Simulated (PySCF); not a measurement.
**Run report: MoO2 (charge +2), frequency calculation**

The run: frequency calculation of MoO2, charge +2. Method and program: RKS-based PBE0, Mo def2-TZVP with ECP28, O def2-TZVP; non-relativistic Hamiltonian with a scalar-relativistic core potential; density fitting (PySCF 2.14.0).

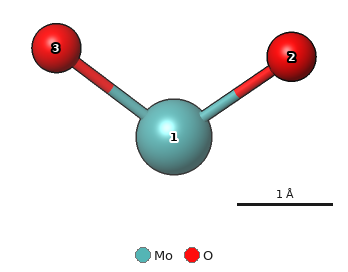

The structure (ball-and-stick view, seen at a tilt; atoms are numbered from 1 in the order of the input). Sticks mark near contacts. Bond lengths as drawn: Mo–O 1.60 Å.

Key numbers

| quantity | value |
| --- | --- |
| outcome | converged |
| total energy | −217.636536 hartree |
| HOMO | −24.26 eV |
| LUMO | −18.82 eV |
| zero-point energy | 0.006342 hartree |
| wavenumbers, lowest and highest | 477 and 1183 cm⁻¹ |
| hardware | 2 threads of Intel Xeon (Sapphire Rapids), 64 GiB of memory available, shared host |
| wall time | 32 s (CPU time 62 s) |
| peak memory | 0.94 GiB |

The input
```python
from pyscf import gto, scf, dft
mol = gto.M(atom='''
Mo    -0.232127    -0.094766    -0.000000
O      0.710274     0.289969     1.240746
O      0.710274     0.289969    -1.240746''',
    basis={'Mo': 'def2-TZVP', 'O': 'def2-TZVP'},
    ecp={'Mo': 'def2-TZVP'},
    charge=2, spin=0)
mf = dft.RKS(mol, xc='PBE0')
mf.grids.atom_grid = (75, 302)
aux = {'Mo': 'def2-universal-JKFIT', 'O': 'def2-universal-JKFIT'}
mf = mf.density_fit(auxbasis=aux)
mf.conv_tol = 1e-09
mf.diis_space = 10
mf.max_cycle = 60
mf.verbose = 4
mf.kernel()
```

The script is an equivalent of the set-up of the self-consistent field. The run itself was carried out by a driver, which started from the orbitals of the step before it where there was one and computed the further properties.

Launched with:
```bash
OMP_NUM_THREADS=2 python axn.py task.json out
```

What the program printed
```
init E= -217.636536316766
  HOMO = -0.891612481503817  LUMO = -0.691494478944108  gap/eV = 5.44549
cycle= 1 E= -217.636536316428  delta_E= 3.39e-10  |g|= 4.37e-05  |ddm|= 2.34e-05
  HOMO = -0.89161211485337  LUMO = -0.691494391394734  gap/eV = 5.44548
cycle= 2 E= -217.636536311567  delta_E= 4.86e-09  |g|= 0.000166  |ddm|= 8.87e-05
  HOMO = -0.891612302616043  LUMO = -0.691494327683899  gap/eV = 5.44549
cycle= 3 E= -217.636536316791  delta_E= -5.22e-09  |g|= 7.62e-07  |ddm|= 7.02e-05
  HOMO = -0.891612298240979  LUMO = -0.691494397404384  gap/eV = 5.44549
cycle= 4 E= -217.636536316793  delta_E= -1.93e-12  |g|= 8.58e-07  |ddm|= 5.62e-07
  HOMO = -0.891612468485697  LUMO = -0.691494326241453  gap/eV = 5.44549
Extra cycle  E= -217.63653631679  delta_E= 2.16e-12  |g|= 3.79e-06  |ddm|= 1.69e-06
converged SCF energy = -217.63653631679
```

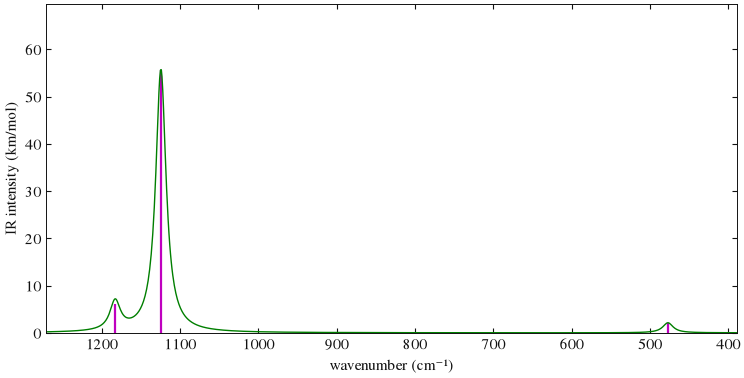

Harmonic infrared spectrum, unscaled: sticks (degenerate modes added up, dark ones marked on the axis) with a Lorentzian envelope of 16 cm⁻¹ full width, scaled to the tallest stick. 3 modes from 477 to 1183 cm⁻¹, none imaginary. The strongest line is at 1124 cm⁻¹ (56 km/mol). All modes, in cm⁻¹ (km/mol): 477 (2.1), 1124 (56), 1183 (6.2).

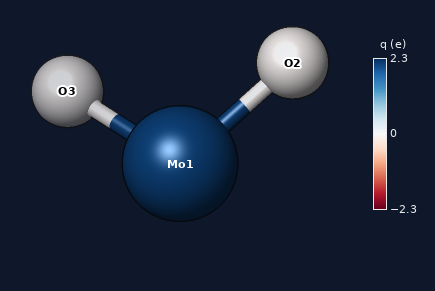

Mulliken charges, as the colour of each atom (ball-and-stick view, seen at a tilt; atoms are numbered from 1 in the order of the input). By element: Mo +2.17 and O −0.08 e.
